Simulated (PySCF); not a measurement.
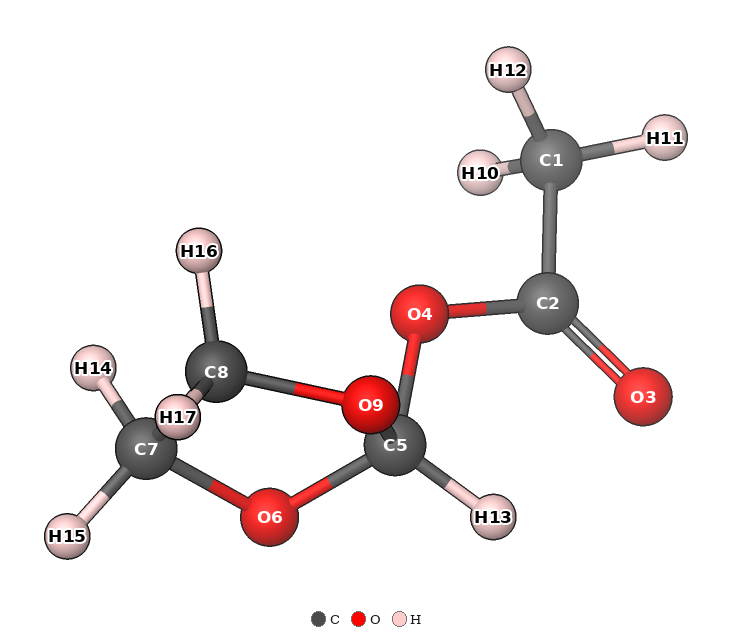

Atoms fade into the background with distance from the viewer. Computed geometry: GFN2-xTB optimisation. No frequency run is at hand to confirm it as a minimum.

> What is the conformation of the ring C5–O6–C7–C8–O9?

It is an envelope, with C5 as the flap. The Cremer–Pople amplitude Q is 0.30 Å.

> Give the torsion angles round the ring, beginning with the bond from its second to its third atom.

−20°, 1°, 19°, −34°, 34°.
